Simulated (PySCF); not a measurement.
The calculation's input:

```
{"job": {"kind": "uv", "xc": "wB97X-D", "basis": "def2-SVPD", "nstates": 8, "ntriplets": 3}, "charge": 0, "multiplicity": 1}
C     -2.363122    -0.046227    -0.672705
C     -1.299461    -0.567206     0.296166
B     -0.669892     0.692104     1.304842
N      0.677214     0.952032     0.787334
C      1.642810     0.757241     0.183843
Ge     2.986158     0.028248    -0.978880
C     -0.216163    -1.134480    -0.396906
N      0.783695    -1.390395    -0.915459
H     -2.791951    -0.859851    -1.258950
H     -3.160787     0.434740    -0.113263
H     -1.931654     0.681695    -1.356761
H     -1.740377    -1.295610     0.979003
H     -0.551882     0.313504     2.424293
H     -1.334996     1.664657     1.190573
H      4.129372     1.004745    -0.867586
H      2.443916     0.060108    -2.356571
H      3.390123    -1.283276    -0.425513
```

Launched as:

```sh
OMP_NUM_THREADS=1 python probes_run.py task.json out
```

Geometry: GFN2-xTB.

All numbers below come from PySCF, wB97X-D/def2-SVPD, SCF density, gas phase.

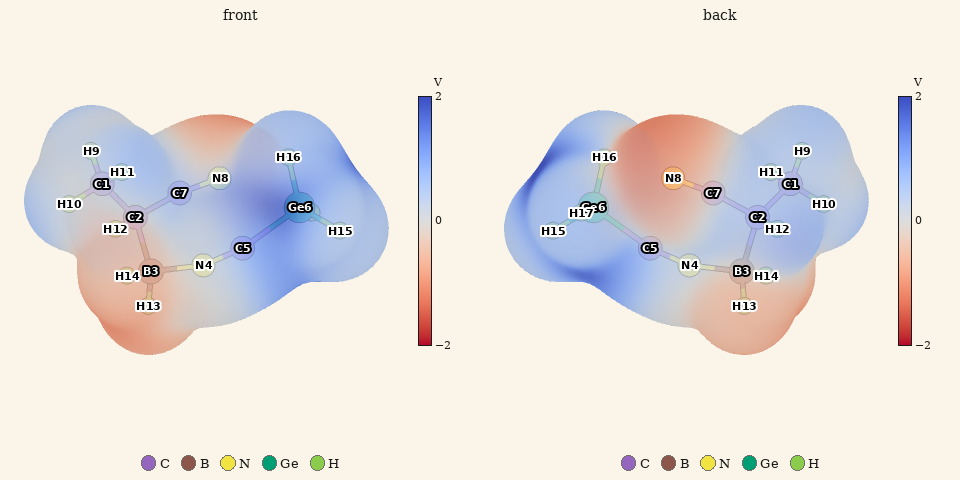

C4H9BGeN2 (SMILES C[C@H]([BH2-][N+]#[C][GeH3])C#N). The electrostatic potential painted on the density surface at 0.002 e/bohr³, seen from the front and from behind; red is negative and blue positive.

Q: Which sites attract a positive test charge, and which a negative one?

A: A positive charge is drawn to the negative regions and a negative charge to the positive ones. The most negative region (about −1.2 V) lies over N8, the most positive (about +1.9 V) over Ge6. N8 is the likeliest acceptor of a hydrogen bond.

Q: How polar is the molecule by this calculation?

A: Its dipole moment is 2.04 D.
